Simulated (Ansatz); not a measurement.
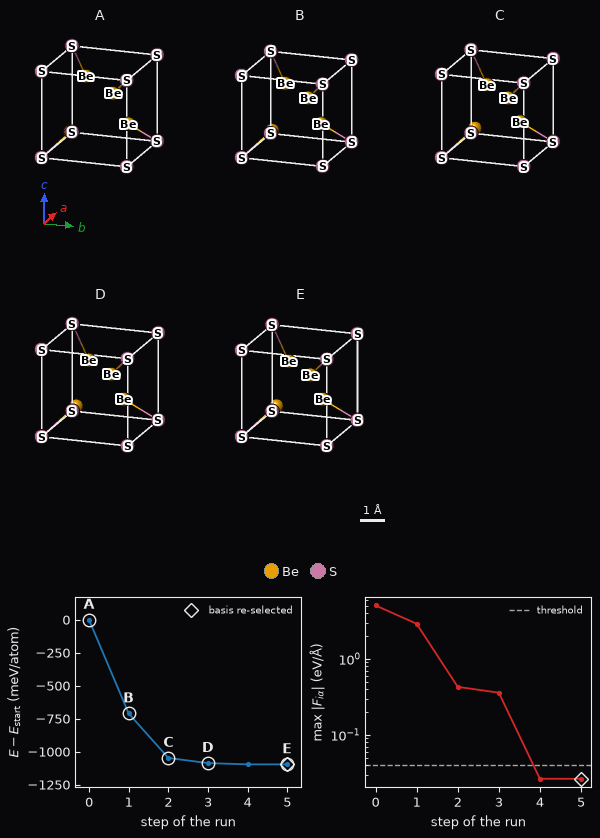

Frames of a relaxation of solid Be$_{4}$S (a generated structure, set up in P-43m) (coarse preliminary run), marked on the history of the run. A ball-and-stick model of the cell of the calculation, seen from a free direction.

The calculation used Ansatz, DFT PBE, scalar-relativistic, plane waves, PAW. Settings: plane-wave cutoff 420 eV; k-point mesh 4 × 4 × 4; occupations gaussian; smearing width 0.1 eV; no spin polarisation; cell and atoms relaxed; force threshold 0.04 eV/Å; at most 70 steps.

Describe the path.

The largest moves relative to the cell, 0.34 Å, are those of Be atoms. S stays in place. The drawn cell changes as follows: a = b = c 3.858 → 3.864 Å (+0.2 %); the volume changes by +0.5 %. Some distances before and after: Be–S 1.670 → 2.013 Å. The space group stays P-43m (No. 215). After 4 accepted moves (5 points after the start) the energy has fallen by 1095 meV per atom. The largest force component goes from 5.1 to 0.027 eV/Å. The pressure goes from 36.33 to −0.09 GPa. At 1 point the geometry stayed and the basis and grid were re-selected for the new cell (energy shift of less than 0.05 meV per atom at most each time). From step 0 to 1: Be atoms move most (0.18 Å), volume −13.9 %, energy −710 meV per atom. From step 1 to 2: Be atoms move most (0.13 Å), volume +4.5 %, energy −337 meV per atom. From step 2 to 3: volume +14.2 %, energy −39.1 meV per atom. From step 3 to 5: Be atoms move most (0.03 Å), volume −2.3 %, energy −9.4 meV per atom.

| step | E − E(0), meV/atom | largest force component, eV/Å | pressure, GPa | volume, Å³/atom | note |
| --- | --- | --- | --- | --- | --- |
| 0 | 0.00 | 5.0529 | 36.33 | 11.480 |  |
| 1 | -709.72 | 2.8970 | 31.45 | 9.887 |  |
| 2 | -1046.80 | 0.4295 | 12.97 | 10.332 |  |
| 3 | -1085.90 | 0.3598 | -1.45 | 11.804 |  |
| 4 | -1095.31 | 0.0266 | -0.09 | 11.534 |  |
| 5 | -1095.32 | 0.0265 | -0.09 | 11.534 | same geometry, new basis |

Limits of the set-up: the k-point mesh is coarse for a cell with partly filled bands.
